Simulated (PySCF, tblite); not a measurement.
# C3H6Al2Cl3F: geometry, infrared bands and NMR shifts

Aim: predict the infrared bands and NMR shifts of C3H6Al2Cl3F (`C=[C](C)[Al@H-]1[Cl+][Al@@-]([F])([Cl])[Cl+]1`).

The runs use tblite 0.8.0 and PySCF 2.14.0, with density-fitted response routines of our own; the level of theory stands in each step. All values are computed, except where a source is named. Atoms are numbered from 0 throughout.

### 1 The molecule as given

15 atoms, charge 0, multiplicity 1; geometry from: force field or distance geometry start.

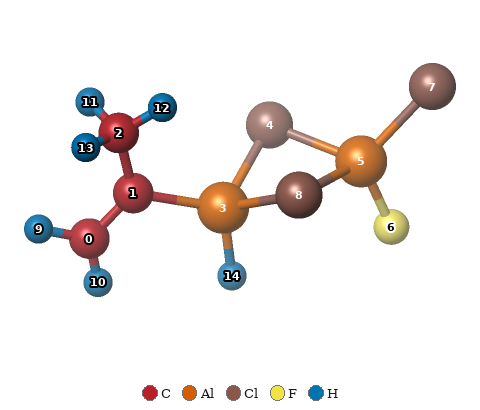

The starting geometry (carbon red, aluminium orange, chlorine brown, fluorine yellow, hydrogen blue), atoms numbered.

### 2 Optimising the geometry with GFN2-xTB

Job settings and geometry (Å):

```
{"job": {"kind": "relax", "xc": "GFN2-xTB", "basis": "xTB"}, "charge": 0, "multiplicity": 1}
C     -1.810700    -1.863600     0.067200
C     -1.289800    -0.640400    -0.030100
C     -2.087600     0.592900    -0.155900
Al     0.661300    -0.469700     0.026100
Cl     1.540600     0.790400    -1.555700
Al     3.088800     1.288200    -0.040000
F      4.296200    -0.034200     0.000500
Cl     3.900300     3.324400    -0.147000
Cl     1.467100     1.022700     1.458800
H     -2.924900    -1.928900     0.038900
H     -1.270200    -2.769500     0.166400
H     -2.518000     0.585600    -1.165500
H     -1.509600     1.511400     0.031400
H     -2.937700     0.480800     0.552200
H      1.389700    -1.882400     0.213800
```

Command:

```console
$ OMP_NUM_THREADS=1 python probes_run.py task.json out
```

The driver reads the jobs from task.json and runs them one after another.

Output:

```text
step      E/eV     max force
  0    -823.80093    2.260
  1    -824.08463    1.767
  2    -824.30776    1.198
  3    -824.35610    0.731
  4    -824.38326    0.615
  5    -824.40574    0.514
  6    -824.44606    0.544
  7    -824.46469    0.366
  8    -824.48164    0.360
  9    -824.49759    0.369
 10    -824.51201    0.321
 11    -824.52006    0.195
 12    -824.52431    0.175
 13    -824.52831    0.209
 14    -824.53320    0.235
 15    -824.53770    0.179
 16    -824.54184    0.180
 17    -824.54676    0.230
 18    -824.55372    0.358
 19    -824.56256    0.336
 20    -824.57018    0.249
 21    -824.57517    0.229
 22    -824.57990    0.267
 23    -824.58608    0.342
 24    -824.59174    0.246
 25    -824.59524    0.149
 26    -824.59761    0.149
 27    -824.60045    0.247
 28    -824.60490    0.349
 29    -824.61043    0.330
 30    -824.61453    0.174
 31    -824.61640    0.098
 32    -824.61768    0.134
 33    -824.61961    0.156
 34    -824.62205    0.154
 35    -824.62429    0.119
 36    -824.62592    0.138
 37    -824.62737    0.133
 38    -824.62913    0.124
 39    -824.63148    0.112
 40    -824.63366    0.100
 41    -824.63479    0.101
 42    -824.63595    0.102
 43    -824.63719    0.105
 44    -824.63839    0.089
 45    -824.63931    0.074
 46    -824.64013    0.076
 47    -824.64112    0.090
 48    -824.64238    0.086
 49    -824.64356    0.083
 50    -824.64440    0.065
 51    -824.64498    0.059
 52    -824.64549    0.055
 53    -824.64605    0.066
 54    -824.64666    0.068
 55    -824.64736    0.083
 56    -824.64817    0.080
 57    -824.64908    0.072
 58    -824.65005    0.091
 59    -824.65106    0.091
 60    -824.65188    0.082
 61    -824.65252    0.073
 62    -824.65310    0.065
 63    -824.65381    0.076
 64    -824.65474    0.084
 65    -824.65589    0.079
 66    -824.65719    0.119
 67    -824.65865    0.091
 68    -824.66040    0.124
 69    -824.66311    0.162
 70    -824.66667    0.165
 71    -824.67113    0.174
 72    -824.67359    0.205
 73    -824.67628    0.122
 74    -824.67751    0.082
 75    -824.67882    0.105
 76    -824.67941    0.111
 77    -824.68009    0.084
 78    -824.68069    0.045
 79    -824.68096    0.046
 80    -824.68122    0.037
 81    -824.68156    0.064
 82    -824.68182    0.048
 83    -824.68209    0.043
 84    -824.68231    0.027
 85    -824.68248    0.022
 86    -824.68256    0.023
 87    -824.68271    0.021
 88    -824.68281    0.020
 89    -824.68288    0.022
 90    -824.68296    0.026
 91    -824.68310    0.025
 92    -824.68331    0.033
 93    -824.68364    0.056
 94    -824.68409    0.054
 95    -824.68444    0.041
 96    -824.68462    0.024
 97    -824.68477    0.023
 98    -824.68491    0.027
 99    -824.68509    0.029
100    -824.68532    0.034
101    -824.68553    0.043
102    -824.68576    0.053
103    -824.68597    0.037
104    -824.68620    0.022
105    -824.68627    0.022
106    -824.68636    0.018
107    -824.68639    0.018
108    -824.68641    0.010
109    -824.68642    0.007
```

Run time: 2.6 s. Hardware: 1 thread of Arm Neoverse N1, shared host; peak memory 0.18 GiB.

Relaxation path: (not every step is listed)

| step | energy from step 0 (eV) | largest force (eV/Å) |
| --- | --- | --- |
| 0 | 0.0000 | 2.2601 |
| 1 | -0.2837 | 1.7673 |
| 2 | -0.5068 | 1.1976 |
| 3 | -0.5552 | 0.7309 |
| 4 | -0.5823 | 0.6150 |
| 5 | -0.6048 | 0.5135 |
| 6 | -0.6451 | 0.5437 |
| 7 | -0.6638 | 0.3665 |
| 8 | -0.6807 | 0.3604 |
| 17 | -0.7458 | 0.2297 |
| 26 | -0.7967 | 0.1494 |
| 35 | -0.8234 | 0.1194 |
| 44 | -0.8375 | 0.0887 |
| 53 | -0.8451 | 0.0658 |
| 62 | -0.8522 | 0.0655 |
| 71 | -0.8702 | 0.1738 |
| 80 | -0.8803 | 0.0368 |
| 89 | -0.8819 | 0.0218 |
| 98 | -0.8840 | 0.0274 |
| 104 | -0.8853 | 0.0220 |
| 105 | -0.8853 | 0.0220 |
| 106 | -0.8854 | 0.0184 |
| 107 | -0.8855 | 0.0180 |
| 108 | -0.8855 | 0.0101 |
| 109 | -0.8855 | 0.0073 |

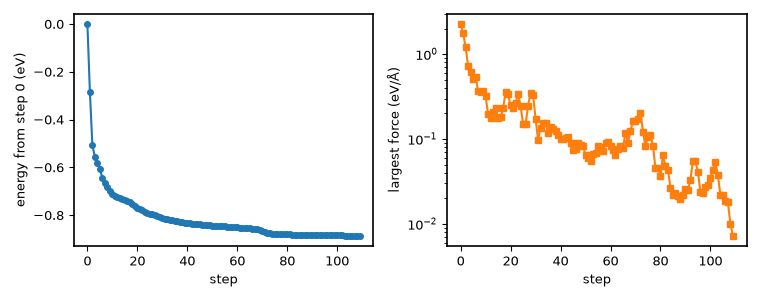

Energy and force, step by step.

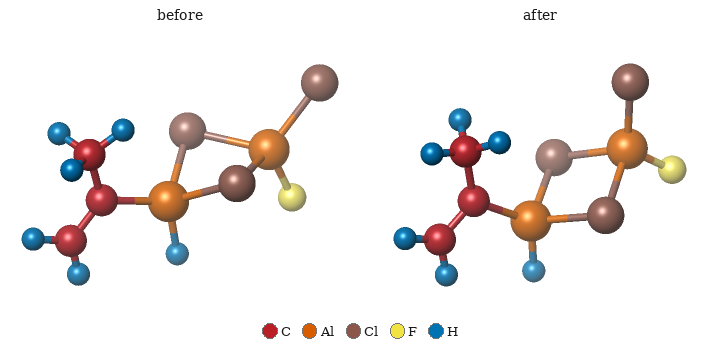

Before and after, at one scale.

Close pairs (by a distance rule), those that changed most:

```
   bond  before (Å)  after (Å)  change (Å)
Al5–Cl7       2.195      2.019      -0.176
 Al5–F6       1.791      1.650      -0.141
Al3–H14       1.600      1.537      -0.064
  C0–H9       1.116      1.082      -0.035
  C1–C2       1.474      1.507      +0.033
 C0–H10       1.060      1.083      +0.024
 C2–H13       1.112      1.089      -0.023
Al5–Cl8       2.224      2.204      -0.020
```

The final coordinates are the input of the step that follows.

### 3 Harmonic vibrations with GFN2-xTB

Job settings and geometry (Å):

```
{"job": {"kind": "ir", "xc": "GFN2-xTB", "basis": "xTB"}, "charge": 0, "multiplicity": 1}
C     -1.880742    -1.659997     0.204918
C     -1.169157    -0.552157    -0.009823
C     -1.848878     0.779515    -0.197408
Al     0.761228    -0.987351    -0.011170
Cl     1.840330     0.076885    -1.595598
Al     2.833238     1.353440    -0.090408
F      4.406604     0.856440    -0.083408
Cl     2.216510     3.274436    -0.166217
Cl     1.835397     0.199364     1.500263
H     -2.960521    -1.691562     0.258873
H     -1.373459    -2.608446     0.334110
H     -1.661178     1.150348    -1.205762
H     -1.437197     1.511376     0.498819
H     -2.924888     0.707067    -0.043366
H      1.358300    -2.401370     0.067299
```

Output:

```text
mode    cm-1     km/mol
  1      12.0      0.20
  2      20.6      0.18
  3      50.3      0.33
  4      60.5      0.08
  5      85.8      0.16
  6      92.2      0.10
  7     108.6      6.73
  8     134.2      0.70
  9     158.3      8.28
 10     171.5     33.21
 11     204.9      2.01
 12     252.0      0.01
 13     279.8      0.15
 14     323.7     59.59
 15     327.3      6.47
 16     341.9     59.27
 17     374.0     32.67
 18     532.4    250.25
 19     547.1    176.55
 20     557.8      6.16
 21     625.5    274.80
 22     680.2      5.76
 23     790.6    122.80
 24     899.5     26.87
 25     944.7     10.82
 26     997.7     15.02
 27    1030.5      1.11
 28    1202.6      5.12
 29    1388.6      4.58
 30    1408.2      0.93
 31    1469.1      8.20
 32    1477.2      5.61
 33    1638.8      7.41
 34    1825.0    207.02
 35    2984.1     23.03
 36    2997.2     23.24
 37    3008.1     34.68
 38    3016.9     39.21
 39    3047.3     79.90
```

It took 1.7 s on 1 thread of Arm Neoverse N1, shared host; peak memory 0.18 GiB.

The strongest bands and the atoms that carry them (share of the mass-weighted mode):

```
cm⁻¹  km/mol                                   atoms
 324    59.6  Cl8 20 %, Cl4 19 %, Al3 17 %, Al5 13 %
 342    59.3  Al3 31 %, Al5 18 %, Cl8 17 %, Cl4 14 %
 532   250.2                                H14 82 %
 547   176.6             Al5 45 %, Cl7 35 %, F6 11 %
 626   274.8                      H14 53 %, Al3 25 %
 791   122.8                       Al5 49 %, F6 49 %
1825   207.0                                H14 96 %
3047    79.9                                 H9 85 %
```

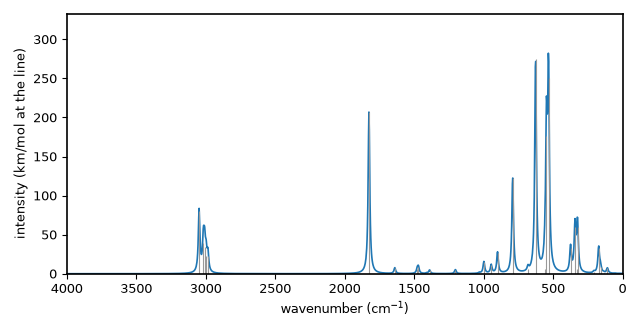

The infrared spectrum from these modes, unscaled. Lines are broadened to a width of 14 cm⁻¹ (Lorentzian).

### 4 NMR shieldings: PBE0/pcSseg-1

Settings changed since step 3:

```diff
@@ -1,2 +1,2 @@
-{"job": {"kind": "ir", "xc": "GFN2-xTB", "basis": "xTB"}, "charge": 0, "multiplicity": 1}
+{"job": {"kind": "nmr", "xc": "PBE0", "basis": "pcSseg-1"}, "charge": 0, "multiplicity": 1}
 C     -1.880742    -1.659997     0.204918
```

Method: GIAO PBE0/pcSseg-1 NMR shielding, non-relativistic, gas phase.

Output:

```text
coarse grid: 16184 points
cycle   1  E = -2082.3346729654  dE =  9.499e-01  |g| = 7.423e-01  |ddm| = 3.688e+00
cycle   2  E = -2082.2238218681  dE =  1.109e-01  |g| = 1.137e+00  |ddm| = 1.485e+00
cycle   3  E = -2082.4469446213  dE = -2.231e-01  |g| = 1.072e-01  |ddm| = 8.782e-01
cycle   4  E = -2082.4490261948  dE = -2.082e-03  |g| = 3.616e-02  |ddm| = 1.197e-01
cycle   5  E = -2082.4492818373  dE = -2.556e-04  |g| = 7.033e-03  |ddm| = 3.386e-02
cycle   6  E = -2082.4492933786  dE = -1.154e-05  |g| = 2.034e-03  |ddm| = 9.375e-03
cycle   7  E = -2082.4492942174  dE = -8.388e-07  |g| = 5.331e-04  |ddm| = 2.103e-03
final grid: 136480 points
cycle   8  E = -2082.5047934959  dE = -4.825e-05  |g| = 7.209e-03  |ddm| = 2.133e-02
cycle   9  E = -2082.5047911479  dE =  2.348e-06  |g| = 7.125e-03  |ddm| = 1.156e-02
cycle  10  E = -2082.5048039458  dE = -1.280e-05  |g| = 1.063e-03  |ddm| = 6.744e-03
cycle  11  E = -2082.5048041502  dE = -2.044e-07  |g| = 4.509e-04  |ddm| = 1.099e-03
cycle  12  E = -2082.5048042002  dE = -4.994e-08  |g| = 7.159e-05  |ddm| = 3.838e-04
cycle  13  E = -2082.5048042014  dE = -1.204e-09  |g| = 2.088e-05  |ddm| = 9.361e-05
cycle  14  E = -2082.5048042015  dE = -8.822e-11  |g| = 6.447e-06  |ddm| = 2.124e-05
converged SCF energy = -2082.5048042015

GIAO shielding tensors (ppm)
atom      isotropic    diamagn.    paramagn.     s11        s22        s33       span
  0 C       45.512     252.939    -207.427    -76.546     67.011    146.069    222.615
  1 C       22.943     259.270    -236.327    -92.309    -13.934    175.073    267.382
  2 C      159.945     247.623     -87.679    145.372    149.985    184.477     39.105
  3 Al     431.208     798.714    -367.506    374.395    384.951    534.279    159.885
  4 Cl     880.466    1152.879    -272.413    788.379    885.736    967.283    178.904
  5 Al     479.050     794.864    -315.814    412.957    449.144    575.048    162.090
  6 F      327.679     463.392    -135.713    282.189    299.483    401.365    119.176
  7 Cl     961.350    1149.422    -188.071    904.789    912.301   1066.960    162.171
  8 Cl     879.379    1152.976    -273.597    784.624    886.144    967.369    182.746
  9 H       25.287      30.445      -5.157     21.766     24.948     29.148      7.381
 10 H       25.851      31.334      -5.482     21.992     23.867     31.695      9.702
 11 H       29.500      30.680      -1.180     25.336     29.436     33.728      8.391
 12 H       29.501      31.467      -1.965     24.724     30.509     33.271      8.546
 13 H       29.729      29.912      -0.183     25.981     27.851     35.355      9.374
 14 H       27.241      30.155      -2.914     23.459     24.668     33.598     10.139
```

It took 1.8 min on 1 thread of Arm Neoverse N1, shared host; peak memory 1.1 GiB.

Shifts follow as δ = σ(reference) − σ, with reference shieldings (ppm) from runs at the same level and on the same kind of geometry: 1H TMS 31.72, 13C TMS 186.9, 19F CFCl3 170.9, 27Al AlH4- 490.0, 35Cl HCl 950. The references are single molecules in the gas phase, so shifts against H2O, NH3, PH3, H3PO4 or CFCl3 are not on the usual liquid scales and can be off by tens of ppm. Shifts against hydride references such as AlH4− lie on their own scale. Atoms listed in one row are averaged.

| atoms | environment | σ (ppm) | δ (ppm) |
| --- | --- | --- | --- |
| C1 | fully substituted alkene carbon | 22.9 | 164.0 |
| C0 | terminal =CH2 carbon | 45.5 | 141.4 |
| C2 | allylic methyl carbon | 159.9 | 27.0 |
| H9 | hydrogen on a terminal =CH2 carbon | 25.29 | 6.43 |
| H10 | hydrogen on a terminal =CH2 carbon | 25.85 | 5.87 |
| H14 | hydrogen on an aluminium bonded to C, 2 Cl, in a 4-membered ring | 27.24 | 4.48 |
| H11, H12, H13 | hydrogen on an allylic methyl carbon | 29.58 | 2.14 |
| Al3 | aluminium bonded to C, 2 Cl, H, in a 4-membered ring | 431.2 | 58.8 |
| Al5 | aluminium bonded to 3 Cl, F, in a 4-membered ring | 479.0 | 10.9 |
| Cl4, Cl8 | chlorine bonded to 2 Al, in a 4-membered ring | 880 | 70 |
| Cl7 | chlorine bonded to Al | 961 | -12 |
| F6 | fluorine bonded to Al | 327.7 | -156.7 |

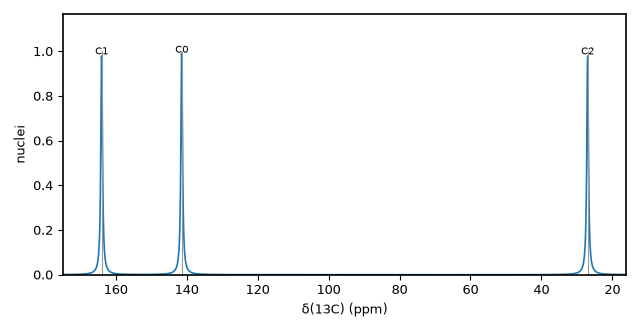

13C lines at the computed shifts, without couplings. Lines are broadened to a width of 0.55 ppm (Lorentzian).

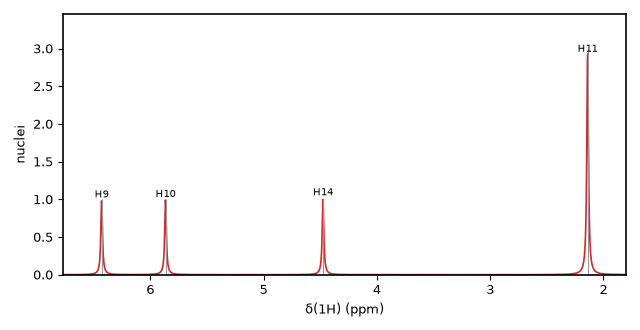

1H lines at the computed shifts, without couplings. Lines are broadened to a width of 0.02 ppm (Lorentzian).

The run also stored atomic charges by several schemes (e):

```
   atoms  Mulliken    IAO  Hirshfeld  ESP fit
      C0     -0.12  -0.30      -0.10    -0.44
      C1     -0.61  -0.30      -0.14     0.01
      C2     -0.17  -0.41      -0.12    -0.41
     Al3      0.86   0.74       0.37     0.58
Cl4, Cl8     -0.32  -0.22      -0.01    -0.17
     Al5      1.08   1.10       0.47     0.85
      F6     -0.48  -0.57      -0.30    -0.42
     Cl7     -0.32  -0.33      -0.17    -0.27
```

Mulliken charges:

C0 -0.12; C1 -0.61; C2 -0.17; Al3 0.86; Cl4 -0.32; Al5 1.08; F6 -0.48; Cl7 -0.32; Cl8 -0.32; H9 0.10; H10 0.12; H11 0.13; H12 0.13; H13 0.11; H14 -0.18

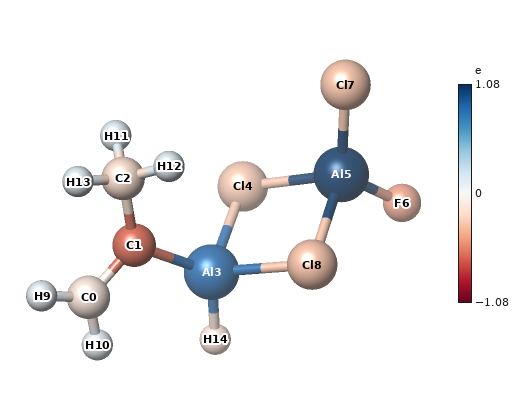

Mulliken charges, as colours on the atoms.

Mayer bond orders: C0–C1 1.92, C1–C2 1.04, C1–Al3 0.84, Al3–Cl4 0.53, Cl4–Al5 0.57, Al5–F6 0.91, Al5–Cl7 1.06, Al5–Cl8 0.57, Cl8–Al3 0.52.

Orbitals, density, ELF and potential are computed afterwards from the orbital file.

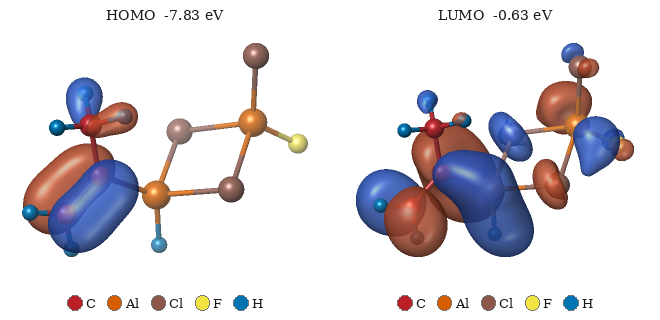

Frontier orbitals at PBE0/pcSseg-1; each surface holds 70 % of the orbital's density, blue and red mark the sign.

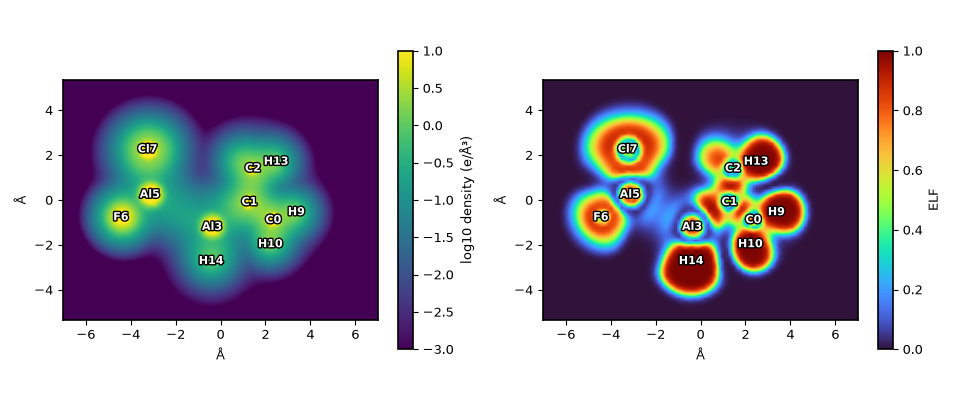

Density (left) and ELF (right) in a plane through or near 11 of the atoms.

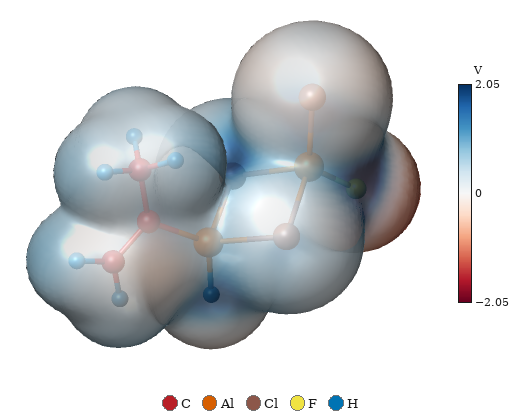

Electrostatic potential on the surface of density 0.002 e/bohr³; red is low, blue high. It runs from -1.23 V near F6 to 2.05 V near Al5.

### 5 Outcome

| quantity | value |
| --- | --- |
| strongest single infrared mode (GFN2-xTB) | 626 cm⁻¹, 275 km/mol |
| zero-point energy (GFN2-xTB) | 51.6 kcal/mol |
| 13C shifts against TMS (PBE0/pcSseg-1) | 164.0, 141.4, 27.0 ppm |
| 1H shifts against TMS (PBE0/pcSseg-1, means over atoms taken as alike) | 6.43, 5.87, 4.48, 2.14 ppm |
| 27Al shifts against AlH4- (PBE0/pcSseg-1) | 58.8, 10.9 ppm |
| 35Cl shifts against HCl (PBE0/pcSseg-1, means over atoms taken as alike) | 70, -12 ppm |
| 19F shifts against CFCl3 (PBE0/pcSseg-1) | -156.7 ppm |
| surface potential, least and greatest | -1.23 V and 2.05 V |

In words: Relaxing lowered the energy by 0.885 eV in 109 steps; the close pair that moved most is Al5–Cl7, from 2.195 to 2.019 Å. No mode is imaginary among the 39: a minimum at this level. The strongest single mode, at 626 cm⁻¹, moves mainly H14. Unscaled tight-binding wavenumbers are off by several per cent, some by more. Its intensities can rank the bands wrongly. The most deshielded carbon is C1 (fully substituted alkene carbon), at 164.0 ppm: an sp2 carbon of a C=C bond. At PBE0/pcSseg-1: The largest span, 267 ppm, is at C1, where the paramagnetic term is -236 ppm. By nearest atom (PBE0/pcSseg-1), the HOMO sits on C0, C1 about 37 % each and the LUMO on Al3 20 %; C0, C1 about 18 % each.
